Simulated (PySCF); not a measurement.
# MP2/cc-pVDZ run of C2H2O (oxirene)

Aim: the vertical ionisation energy of C2H2O (oxirene) at MP2/cc-pVDZ, from 2 runs. The job is set up through a Python script.

The calculation is run with PySCF 2.14.0.

## (1) The system as given

C2H2O has 5 atoms, charge 0, and is taken as a singlet. SMILES: `C1=CO1`. The coordinates come from a PBE0-D4/def2-TZVP relaxation.

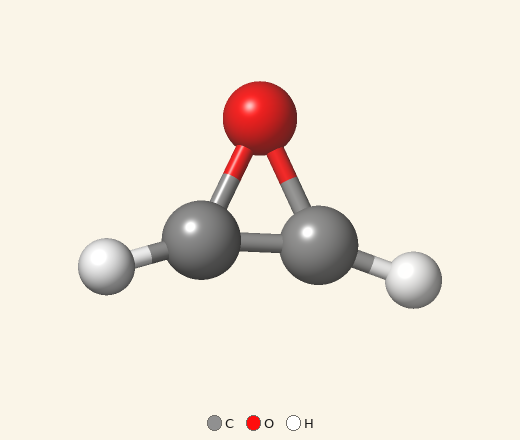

The structure, seen from a chosen angle (carbon grey, oxygen red, hydrogen white).

## (2) A single-point energy at MP2/cc-pVDZ

Contents of calc.py:

```python
from pyscf import gto, scf, mp

mol = gto.M(
    atom='''
C     -0.550820    -0.179980    -0.281690
C      0.460490     0.413850     0.178260
O      0.401180    -1.038480     0.459010
H     -1.479160    -0.375050    -0.779730
H      1.168330     1.179640     0.424140
''',
    verbose=4,
    charge=0,
    max_memory=1860,
    basis='cc-pvdz',
    spin=0,
)

mf = scf.RHF(mol)
mf.conv_tol = 1e-10
mf.kernel()
if not mf.converged:
    mf = mf.newton().run(mf.mo_coeff, mf.mo_occ)

pt = mp.MP2(mf, frozen=3).run()
e_final = pt.e_tot
print(f'total energy: {e_final:.8f} hartree')
```

Command:

```
$ OMP_NUM_THREADS=1 python calc.py
```

Standard output:

```text
PySCF version 2.14.0

[INPUT] num. atoms = 5
[INPUT] num. electrons = 22
[INPUT] charge = 0
[INPUT] spin (= nelec alpha-beta = 2S) = 0
[INPUT] symmetry False subgroup None
[INPUT] Mole.unit = angstrom
[INPUT] Symbol           X                Y                Z      unit          X                Y                Z       unit  Magmom
[INPUT]  1 C     -0.550820000000  -0.179980000000  -0.281690000000 AA   -1.040898943933  -0.340112907899  -0.532316952029 Bohr   0.0
[INPUT]  2 C      0.460490000000   0.413850000000   0.178260000000 AA    0.870199983101   0.782063156651   0.336862578965 Bohr   0.0
[INPUT]  3 O      0.401180000000  -1.038480000000   0.459010000000 AA    0.758120326653  -1.962442785838   0.867403188437 Bohr   0.0
[INPUT]  4 H     -1.479160000000  -0.375050000000  -0.779730000000 AA   -2.795207294412  -0.708741783018  -1.473476151107 Bohr   0.0
[INPUT]  5 H      1.168330000000   1.179640000000   0.424140000000 AA    2.207823723113   2.229196525582   0.801508438473 Bohr   0.0

nuclear repulsion = 61.8887488414422
number of shells = 21
number of NR pGTOs = 92
number of NR cGTOs = 52
basis = cc-pvdz
ecp = {}

******** <class 'pyscf.scf.hf.RHF'> ********
method = RHF
initial guess = minao
damping factor = 0
level_shift factor = 0
DIIS = <class 'pyscf.scf.diis.CDIIS'>
diis_start_cycle = 1
diis_space = 8
diis_damp = 0
SCF conv_tol = 1e-10
SCF conv_tol_grad = None
SCF max_cycles = 50
direct_scf = True
direct_scf_tol = 1e-13
Set gradient conv threshold to 1e-05
Initial guess from minao.
init E= -152.171979633941
  HOMO = -0.184974766935019  LUMO = 0.0757956476018729  gap/eV = 7.09592
cycle= 1 E= -151.489279848775  delta_E= 0.683  |g|= 0.642  |ddm|= 2.15
  HOMO = -0.271067280877195  LUMO = 0.0877119201297649  gap/eV = 9.76288
cycle= 2 E= -151.552685737198  delta_E= -0.0634  |g|= 0.468  |ddm|= 0.794
  HOMO = -0.334700603959273  LUMO = 0.141065438920918  gap/eV = 12.94625
cycle= 3 E= -151.59385462389  delta_E= -0.0412  |g|= 0.0476  |ddm|= 0.282
  HOMO = -0.327680387581619  LUMO = 0.151794869340899  gap/eV = 13.04719
cycle= 4 E= -151.594758564009  delta_E= -0.000904  |g|= 0.0131  |ddm|= 0.0855
  HOMO = -0.332435847510511  LUMO = 0.149414465607297  gap/eV = 13.11181
cycle= 5 E= -151.59481684095  delta_E= -5.83e-05  |g|= 0.003  |ddm|= 0.02
  HOMO = -0.331948254906928  LUMO = 0.150011839916485  gap/eV = 13.11480
cycle= 6 E= -151.594821321186  delta_E= -4.48e-06  |g|= 0.000852  |ddm|= 0.00416
  HOMO = -0.332145717825264  LUMO = 0.14999441644208  gap/eV = 13.11970
cycle= 7 E= -151.594821700516  delta_E= -3.79e-07  |g|= 0.000156  |ddm|= 0.00155
  HOMO = -0.33214768155735  LUMO = 0.150014472704885  gap/eV = 13.12030
cycle= 8 E= -151.594821717925  delta_E= -1.74e-08  |g|= 4.44e-05  |ddm|= 0.000376
  HOMO = -0.332148748333025  LUMO = 0.150011154943917  gap/eV = 13.12024
cycle= 9 E= -151.594821719767  delta_E= -1.84e-09  |g|= 1.28e-05  |ddm|= 0.000117
  HOMO = -0.332147584027987  LUMO = 0.150012024343557  gap/eV = 13.12023
cycle= 10 E= -151.59482171989  delta_E= -1.23e-10  |g|= 5.37e-06  |ddm|= 2.95e-05
  HOMO = -0.332147301104751  LUMO = 0.150012160841028  gap/eV = 13.12023
cycle= 11 E= -151.5948217199  delta_E= -1e-11  |g|= 1.1e-06  |ddm|= 6.93e-06
  HOMO = -0.332147279996172  LUMO = 0.150012054156785  gap/eV = 13.12022
Extra cycle  E= -151.594821719901  delta_E= -3.13e-13  |g|= 5.8e-07  |ddm|= 1.3e-06
converged SCF energy = -151.594821719901

******** <class 'pyscf.mp.mp2.RMP2'> ********
nocc = 8, nmo = 49
frozen orbitals 3
E(RMP2) = -152.037332806762  E_corr = -0.442511086861186
E(SCS-RMP2) = -152.027268073287  E_corr = -0.432446353386075
E_corr(same-spin) = -0.113731097131555
E_corr(oppo-spin) = -0.32877998972963
total energy: -152.03733281 hartree
```

Run time: 0.98 s. Hardware: 1 thread of Arm Neoverse V1, shared host; peak memory 0.13 GiB.

## (3) The doublet cation, same level

Contents of job.py:

```python
from pyscf import gto, mp

mol = gto.M(
    atom='''
C     -1.040899    -0.340113    -0.532317
C      0.870200     0.782063     0.336863
O      0.758120    -1.962443     0.867403
H     -2.795207    -0.708742    -1.473476
H      2.207824     2.229197     0.801508
''',
    verbose=4,
    unit='bohr',
    spin=1,
    basis='cc-pvdz',
    charge=1,
    max_memory=1860,
)

hf = mol.UHF()
hf.conv_tol = 1e-10
hf.kernel()
if not hf.converged:
    hf = hf.newton().run(hf.mo_coeff, hf.mo_occ)

pt = mp.MP2(hf, frozen=3).run()
e_tot = pt.e_tot
print('E(%s) = %.9f' % ('MP2', e_tot))
```

Command:

```
$ OMP_NUM_THREADS=1 python job.py
```

Standard output:

```text
PySCF version 2.14.0

[INPUT] num. atoms = 5
[INPUT] num. electrons = 21
[INPUT] charge = 1
[INPUT] spin (= nelec alpha-beta = 2S) = 1
[INPUT] symmetry False subgroup None
[INPUT] Mole.unit = bohr
[INPUT] Symbol           X                Y                Z      unit          X                Y                Z       unit  Magmom
[INPUT]  1 C     -0.550820029669  -0.179980048738  -0.281690025385 AA   -1.040899000000  -0.340113000000  -0.532317000000 Bohr   0.0
[INPUT]  2 C      0.460490008943   0.413849917104   0.178260222802 AA    0.870200000000   0.782063000000   0.336863000000 Bohr   0.0
[INPUT]  3 O      0.401179827143  -1.038480113329   0.459009900284 AA    0.758120000000  -1.962443000000   0.867403000000 Bohr   0.0
[INPUT]  4 H     -1.479159844204  -0.375050114822  -0.779729920038 AA   -2.795207000000  -0.708742000000  -1.473476000000 Bohr   0.0
[INPUT]  5 H      1.168330146522   1.179640251051   0.424139767970 AA    2.207824000000   2.229197000000   0.801508000000 Bohr   0.0

nuclear repulsion = 61.888748652629
number of shells = 21
number of NR pGTOs = 92
number of NR cGTOs = 52
basis = cc-pvdz
ecp = {}

******** <class 'pyscf.scf.uhf.UHF'> ********
method = UHF
initial guess = minao
damping factor = 0
level_shift factor = 0
DIIS = <class 'pyscf.scf.diis.CDIIS'>
diis_start_cycle = 1
diis_space = 8
diis_damp = 0
SCF conv_tol = 1e-10
SCF conv_tol_grad = None
SCF max_cycles = 50
direct_scf = True
direct_scf_tol = 1e-13
number electrons alpha = 11  beta = 10
Set gradient conv threshold to 1e-05
init E= -152.171979565732
[... the frontier-level lines of each cycle are left out ...]

cycle= 1 E= -151.156651800543  delta_E= 1.02  |g|= 0.514  |ddm|= 1.49
cycle= 2 E= -151.24982429238  delta_E= -0.0932  |g|= 0.398  |ddm|= 0.679
cycle= 3 E= -151.311127064912  delta_E= -0.0613  |g|= 0.0737  |ddm|= 0.257
cycle= 4 E= -151.315456032899  delta_E= -0.00433  |g|= 0.038  |ddm|= 0.0735
cycle= 5 E= -151.317813835837  delta_E= -0.00236  |g|= 0.0249  |ddm|= 0.0498
cycle= 6 E= -151.320641088584  delta_E= -0.00283  |g|= 0.0172  |ddm|= 0.0739
cycle= 7 E= -151.322665347494  delta_E= -0.00202  |g|= 0.00542  |ddm|= 0.107
cycle= 8 E= -151.322698386054  delta_E= -3.3e-05  |g|= 0.00404  |ddm|= 0.00957
cycle= 9 E= -151.322734687799  delta_E= -3.63e-05  |g|= 0.00144  |ddm|= 0.0187
cycle= 10 E= -151.322738272388  delta_E= -3.58e-06  |g|= 0.000558  |ddm|= 0.0053
cycle= 11 E= -151.322738925729  delta_E= -6.53e-07  |g|= 0.000237  |ddm|= 0.00244
cycle= 12 E= -151.322739068074  delta_E= -1.42e-07  |g|= 8.43e-05  |ddm|= 0.000717
cycle= 13 E= -151.322739088792  delta_E= -2.07e-08  |g|= 2.99e-05  |ddm|= 0.000314
cycle= 14 E= -151.322739090609  delta_E= -1.82e-09  |g|= 1.65e-05  |ddm|= 0.000108
cycle= 15 E= -151.322739091158  delta_E= -5.49e-10  |g|= 4.47e-06  |ddm|= 5.33e-05
cycle= 16 E= -151.322739091193  delta_E= -3.53e-11  |g|= 1.8e-06  |ddm|= 1.24e-05
Extra cycle  E= -151.322739091197  delta_E= -3.58e-12  |g|= 1.07e-06  |ddm|= 2.32e-06
converged SCF energy = -151.322739091197  <S^2> = 0.76654525  2S+1 = 2.0164774

******** <class 'pyscf.mp.ump2.UMP2'> ********
nocc = (np.int64(8), np.int64(7)), nmo = (49, 49)
frozen orbitals 3
E(UMP2) = -151.72914171069  E_corr = -0.406402619493405
E(SCS-UMP2) = -151.718931802943  E_corr = -0.39619271174588
E_corr(same-spin) = -0.105565882668699
E_corr(oppo-spin) = -0.300836736824706
E(MP2) = -151.729141711
```

Run time: 1.2 s. Hardware: 1 thread of Arm Neoverse V1, shared host; peak memory 0.13 GiB.

## (4) Results

Level: MP2/cc-pVDZ, 3 core orbitals frozen.

| quantity | value |
| --- | --- |
| singlet C2H2O: total energy | -152.03733 Eh |
| singlet C2H2O: dipole moment (Hartree–Fock density) | 2.71 D |
| singlet C2H2O: HOMO energy (Hartree–Fock orbitals) | -9.04 eV |
| singlet C2H2O: LUMO energy (Hartree–Fock orbitals) | 4.08 eV |
| singlet C2H2O: HOMO–LUMO gap (Hartree–Fock orbitals) | 13.12 eV |
| singlet C2H2O: correlation energy (3 core orbitals frozen) | -442.5 mEh |
| doublet cation: total energy | -151.72914 Eh |
| doublet cation: HOMO energy (Hartree–Fock orbitals) (highest over α and β) | -19.44 eV |
| doublet cation: LUMO energy (Hartree–Fock orbitals) (lowest over α and β) | -5.32 eV |
| doublet cation: correlation energy (3 core orbitals frozen) | -406.4 mEh |
| doublet cation: ⟨S²⟩ of the reference determinant | 0.767 |
| vertical ionisation energy (to the doublet cation) | 8.386 eV |

**Reading.** Removing an electron at fixed nuclei costs 8.39 eV (809 kJ/mol). Mulliken charges (singlet C2H2O) of the mean-field density run from -0.41 on O3 to +0.14 on C2; they depend strongly on the basis. Mulliken charges (doublet cation) of the mean-field density run from -0.00 on O3 to +0.32 on C1; they depend strongly on the basis.
